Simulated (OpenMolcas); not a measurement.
## Single-point calculation of SOF$_{2}$ (part 2 of 2)

Continued. System: SOF$_{2}$. Method: PBE/STO-3G, UKS (OpenMolcas 26.06). A bond length was changed on purpose from its optimised value.

Geometry of the input (Å):
```
O  0.4378  0.0850  -2.5266
S  -0.6459  -0.4078  -1.7545
F  -1.6190  0.8226  -1.5084
F  0.3433  -0.4446  1.2631
```

**Output, continued**
```
Iter     Tot. PBE        One-elec.       Two-elec.     Energy      Max Dij or  Max Fij      DNorm      TNorm      AccCon     Time
         Energy          Energy          Energy        Change      Delta Norm                                                in Sec.
   1  -662.816512286 -1290.963667129   470.842326811   0.00E+00    4.08E-01*   2.63E-01*    1.00E+01   1.19E+02   None         0.
   2  -657.899811783 -1305.826425820   490.621786005   4.92E+00*   6.87E-01*   3.85E-01*    9.73E+00   1.23E+02   EDIIS        0.
   3  -660.876914199 -1296.172732504   477.990990273  -2.98E+00*   4.87E-01*   2.02E-01*    4.71E+00   1.20E+02   EDIIS        0.
   4  -661.785087171 -1292.282593079   473.192677876  -9.08E-01*   1.58E-01*   1.74E-01*    4.52E+00   1.20E+02   EDIIS        0.
   5  -658.658371158 -1304.670580822   488.707381633   3.13E+00*   2.67E-01*   5.98E-03*    5.37E+00   1.22E+02   EDIIS        0.
   6  -663.987565188 -1294.751201086   473.458807867  -5.33E+00*   8.53E-01*   7.52E-02*    2.85E+00   1.20E+02   EDIIS        0.
   7  -663.411843619 -1290.948493317   470.231821666   5.76E-01*   7.84E-01*   4.44E-02*    3.53E+00   1.19E+02   EDIIS        0.
   8  -663.673466971 -1291.791237475   470.812942472  -2.62E-01*   7.49E-01*   2.06E-02*    2.33E+00   1.19E+02   EDIIS        0.
   9  -663.574369157 -1296.040672577   475.161475389   9.91E-02*   5.17E-01*   1.36E-02*    2.16E+00   1.20E+02   EDIIS        0.
  10  -663.960784344 -1294.797768143   473.532155767  -3.86E-01*   5.91E-01*   1.58E-02*    1.26E+00   1.20E+02   EDIIS        0.
  11  -664.016388624 -1294.254127131   472.932910476  -5.56E-02*   2.47E-01*   2.71E-02*    1.29E+00   1.20E+02   EDIIS        0.
  12  -664.011554404 -1293.856252939   472.539870503   4.83E-03*   2.72E-01*   1.72E-02*    6.65E-01   1.20E+02   EDIIS        0.
  13  -664.025412030 -1294.265811243   472.935571181  -1.39E-02*   1.71E-01*   7.60E-03*    4.45E-01   1.20E+02   EDIIS        0.
  14  -664.027967960 -1294.282595348   472.949799356  -2.56E-03*   4.58E-02*   5.01E-03*    2.99E-01   1.20E+02   EDIIS        0.
  15  -664.027236591 -1294.187168836   472.855104214   7.31E-04*   4.72E-02*   3.85E-03*    1.41E-01   1.20E+02   c2DIIS       0.
  16  -664.028347280 -1294.265026418   472.931851106  -1.11E-03*   1.38E-01*   2.06E-03*    6.78E-02   1.20E+02   QNRc2DIIS    0.
  17  -664.028089682 -1294.209040090   472.876122377   2.58E-04*   1.34E-01*   6.48E-03*    1.94E-01   1.20E+02   QNRc2DIIS    0.
  18  -664.028543761 -1294.268972993   472.935601200  -4.54E-04*   1.11E-01*   4.28E-03*    1.77E-01   1.20E+02   QNRc2DIIS    0.
  19  -664.028687920 -1294.239817788   472.906301836  -1.44E-04*   8.21E-01*   3.39E-03*    1.39E-01   1.20E+02   QNRc2DIIS    0.
  20  -664.028828941 -1294.307592002   472.973935030  -1.41E-04*   1.03E-01*   6.30E-03*    1.10E+00   1.20E+02   QNRc2DIIS    0.
  21  -664.029193699 -1294.259383858   472.925362128  -3.65E-04*   3.84E-01*   3.64E-03*    1.51E-01   1.20E+02   QNRc2DIIS    0.
  22  -664.023059589 -1293.915154769   472.587267148   6.13E-03*   3.52E-01*   3.56E-02*    5.86E-01   1.20E+02   QNRc2DIIS    0.
  23  -664.029112611 -1294.228480927   472.894540283  -6.05E-03*   7.96E-02*   5.87E-03*    5.38E-01   1.20E+02   QNRc2DIIS    0.
  24  -664.029346857 -1294.222853199   472.888678310  -2.34E-04*   1.45E-02*   1.44E-03*    1.28E-01   1.20E+02   QNRc2DIIS    0.
  25  -664.029362516 -1294.224447327   472.890256779  -1.57E-05*   7.82E-03*   1.18E-03*    2.15E-02   1.20E+02   QNRc2DIIS    0.
  26  -664.029355165 -1294.226996718   472.892813522   7.35E-06*   1.58E-02*   1.31E-03*    1.16E-02   1.20E+02   QNRc2DIIS    0.
  27  -664.029374468 -1294.217730539   472.883528039  -1.93E-05*   4.38E-02*   7.89E-04*    2.39E-02   1.20E+02   QNRc2DIIS    0.
  28  -664.029391377 -1294.203966269   472.869746861  -1.69E-05*   4.01E-02*   3.82E-04*    6.29E-02   1.20E+02   QNRc2DIIS    0.
  29  -664.029399319 -1294.199123384   472.864896033  -7.94E-06*   4.97E-02*   7.42E-04*    5.72E-02   1.20E+02   QNRc2DIIS    0.
  30  -664.029402399 -1294.192929865   472.858699434  -3.08E-06*   1.18E-01*   1.23E-03*    7.04E-02   1.20E+02   QNRc2DIIS    0.
  31  -664.029429842 -1294.206242333   472.871984459  -2.74E-05*   3.96E-02*   6.88E-04*    1.67E-01   1.20E+02   QNRc2DIIS    0.
  32  -664.029436502 -1294.206786956   472.872522422  -6.66E-06*   3.44E-02*   2.65E-04*    5.50E-02   1.20E+02   QNRc2DIIS    0.
  33  -664.029433312 -1294.206454188   472.872192844   3.19E-06*   1.56E-01*   2.42E-04*    4.77E-02   1.20E+02   QNRc2DIIS    0.
  34  -664.029443547 -1294.205332488   472.871060910  -1.02E-05*   6.67E-03*   2.19E-04*    2.14E-01   1.20E+02   QNRc2DIIS    0.
  35  -664.029444002 -1294.202502599   472.868230566  -4.55E-07*   1.31E-02*   3.47E-05*    9.82E-03   1.20E+02   QNRc2DIIS    0.
  36  -664.029444085 -1294.202920107   472.868647990  -8.36E-08*   5.47E-04*   8.15E-06*    1.77E-02   1.20E+02   QNRc2DIIS    0.
  37  -664.029444087 -1294.202882676   472.868610558  -1.38E-09*   3.72E-04*   4.98E-06*    7.39E-04   1.20E+02   QNRc2DIIS    0.
  38  -664.029444087 -1294.202885448   472.868613329  -4.25E-10*   4.67E-04*   5.51E-06*    5.03E-04   1.20E+02   QNRc2DIIS    0.
  39  -664.029444088 -1294.202828082   472.868555961  -1.18E-09*   4.95E-05*   3.39E-06*    6.41E-04   1.20E+02   QNRc2DIIS    0.
  40  -664.029444089 -1294.202830402   472.868558281  -1.72E-10*   2.62E-04*   3.35E-06*    7.12E-05   1.20E+02   QNRc2DIIS    0.
  41  -664.029444089 -1294.202830379   472.868558257  -8.74E-10*   1.74E-04*   3.17E-06*    3.76E-04   1.20E+02   QNRc2DIIS    0.
  42  -664.029444090 -1294.202831653   472.868559532  -5.54E-10*   4.15E-03*   3.04E-06*    2.50E-04   1.20E+02   QNRc2DIIS    0.
  43  -664.029444097 -1294.202873998   472.868601870  -6.46E-09*   4.46E-06    4.43E-07*    5.97E-03   1.20E+02   QNRc2DIIS    0.
  44  -664.029444097 -1294.202872896   472.868600768  -1.14E-12    6.17E-07    1.42E-08     8.02E-06   1.20E+02   QNRc2DIIS    0.

       Convergence after  44 Iterations
--

 *****************************************************************************************************************************
 *                                             SCF/KS-DFT Program, Final results                                             *
 *                                                       Final Results                                                       *
 *****************************************************************************************************************************

::    Total KS-DFT energy                            -664.0294440965
      One-electron energy                           -1294.2028728961
      Two-electron energy                             472.8686007677
      Nuclear repulsion energy                        157.3048280318
      Kinetic energy (interpolated)                   656.1442629210
      Virial theorem                                    1.0120174505
      Total spin, S(S+1)                                0.8890423394
      Total spin, S                                     0.5672592653
      Max non-diagonal density matrix element           0.0000003167
      Max non-diagonal Fock matrix element              0.0000000077

      All orbitals with orbital energies smaller than  E(LUMO)+0.5 are printed

++    Molecular orbitals:
      -------------------

      Title: UKS-DFT orbitals (alpha)

      Molecular orbitals for symmetry species 1: a

          Orbital            1         2         3         4         5         6         7         8         9        10
          Energy          -87.0889  -23.9299  -23.8216  -18.4623   -7.5047   -5.5272   -5.5175   -5.5049   -1.0317   -0.9201
          Occ. No.          1.0000    1.0000    1.0000    1.0000    1.0000    1.0000    1.0000    1.0000    1.0000    1.0000

          Orbital           11        12        13        14        15        16        17        18        19        20
          Energy           -0.8606   -0.4900   -0.3348   -0.2978   -0.2734   -0.1636   -0.1496   -0.1474   -0.1227   -0.0655
          Occ. No.          1.0000    1.0000    1.0000    1.0000    1.0000    1.0000    1.0000    1.0000    1.0000    1.0000

          Orbital           21        22        23        24
          Energy           -0.0655    0.0070    0.1528    0.3029
          Occ. No.          1.0000    0.0000    0.0000    0.0000

--

      All orbitals with orbital energies smaller than  E(LUMO)+0.5 are printed

++    Molecular orbitals:
      -------------------

      Title: UKS-DFT orbitals (beta)

      Molecular orbitals for symmetry species 1: a

          Orbital            1         2         3         4         5         6         7         8         9        10
          Energy          -87.0906  -23.9312  -23.8060  -18.4704   -7.5069   -5.5284   -5.5187   -5.5108   -1.0386   -0.9385
          Occ. No.          1.0000    1.0000    1.0000    1.0000    1.0000    1.0000    1.0000    1.0000    1.0000    1.0000

          Orbital           11        12        13        14        15        16        17        18        19        20
          Energy           -0.7958   -0.5050   -0.3418   -0.3286   -0.2864   -0.1738   -0.1545   -0.1340   -0.0419   -0.0371
          Occ. No.          1.0000    1.0000    1.0000    1.0000    1.0000    1.0000    1.0000    1.0000    1.0000    1.0000

          Orbital           21        22        23        24
          Energy           -0.0370   -0.0181    0.1448    0.2881
          Occ. No.          1.0000    0.0000    0.0000    0.0000

--

++    Molecular charges:
      ------------------

      Mulliken charges per centre and basis function type
      ---------------------------------------------------

                            O1                      S2                      F3                      F4
                     alpha        beta       alpha        beta       alpha        beta       alpha        beta
      1s           1.9737      1.9780      2.9096      2.9121      1.9891      1.9895      2.0000      2.0000
      2px          0.6126      0.7396      1.4793      1.5537      0.8380      0.8551      0.9998      0.9301
      2pz          0.5137      0.8637      1.5919      1.8120      0.9091      0.9721      0.9987      0.1623
      2py          0.8092      0.8439      1.5781      1.5927      0.7972      0.7960      1.0000      0.9992
      Total        3.9092      4.4251      7.5590      7.8705      4.5334      4.6127      4.9985      4.0916
      Total              8.3343                 15.4295                  9.1461                  9.0901

      Charge           -0.3343                  0.5705                 -0.1461                 -0.0901

      Total electronic charge=   42.000000

      Total            charge=   -0.000000
--

++    Molecular orbitals:
      -------------------

      Title: Natural orbitals

      Molecular orbitals for symmetry species 1: a

          Orbital            1         2         3         4         5         6         7         8         9        10
          Energy          -87.0897  -23.9305  -23.8138  -18.4647   -7.5056   -5.5276   -5.5180   -5.5078   -1.0245   -0.7675
          Occ. No.          2.0000    2.0000    2.0000    2.0000    2.0000    2.0000    2.0000    2.0000    2.0000    2.0000

          Orbital           11        12        13        14        15        16        17        18        19        20
          Energy           -0.8281   -0.3472   -0.2976   -0.3123   -0.2693   -0.1600   -0.0517   -0.0516   -0.4795   -0.1765
          Occ. No.          2.0000    2.0000    2.0000    2.0000    2.0000    2.0000    2.0000    2.0000    1.9999    1.9999

          Orbital           21        22        23        24
          Energy           -0.0712   -0.0384    0.1490    0.2953
          Occ. No.          1.3336    0.6664    0.0001    0.0001

--

++    Molecular properties:
      ---------------------

      Charge (e):
                      =   -0.0000
      Dipole Moment (debye):
      Origin of the operator (angstrom)=   -0.4407   -0.0523   -1.1769
                   X= -1.1363E+00               Y= -5.1879E-01               Z= -7.2501E-01           Total=  1.4443E+00
      Quadrupole Moment (debye*angstrom):
      Origin of the operator (angstrom)=   -0.4407   -0.0523   -1.1769
                  XX= -2.4514E+01              XY=  2.1020E-01              XZ=  1.1240E+00              YY= -2.3170E+01
                  YZ=  1.1393E+00              ZZ= -2.5846E+01
      In traceless form (debye*angstrom)
                  XX= -6.5521E-03              XY=  3.1530E-01              XZ=  1.6860E+00              YY=  2.0107E+00
                  YZ=  1.7090E+00              ZZ= -2.0041E+00
--

--- Stop Module: scf /rc=_RC_ALL_IS_WELL_ ---
--- Module scf spent 13 seconds ---

.##################.
.# Happy landing! #.
.##################.

    Timing: Wall=13.95 User=11.30 System=2.63
```

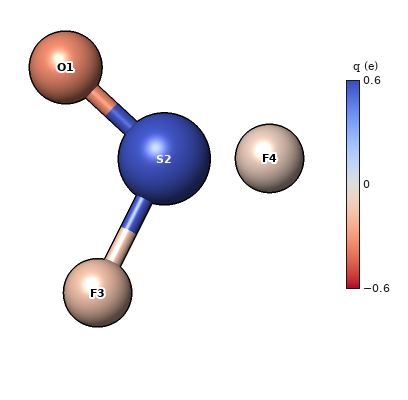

Figure 1. Mulliken charges, as the colour of each atom (ball-and-stick view, seen at a tilt; atoms are numbered from 1 in the order of the input). By element: O −0.33, S +0.57 and F −0.15 to −0.09 e.

**Results in brief**

- outcome: converged
- total energy: −664.029444 hartree
- basis functions: 24
- ⟨S²⟩: 0.889
- HOMO: −1.01 eV
- LUMO: −0.49 eV
- dipole moment: 1.44 debye
- wall time: 14 s
- peak memory: 0.37 GiB

**Remarks**

The record of the run, not the program, notes: spin contamination. ⟨S²⟩ is 0.89 against 0.00 for a pure state: the solution is spin-contaminated.
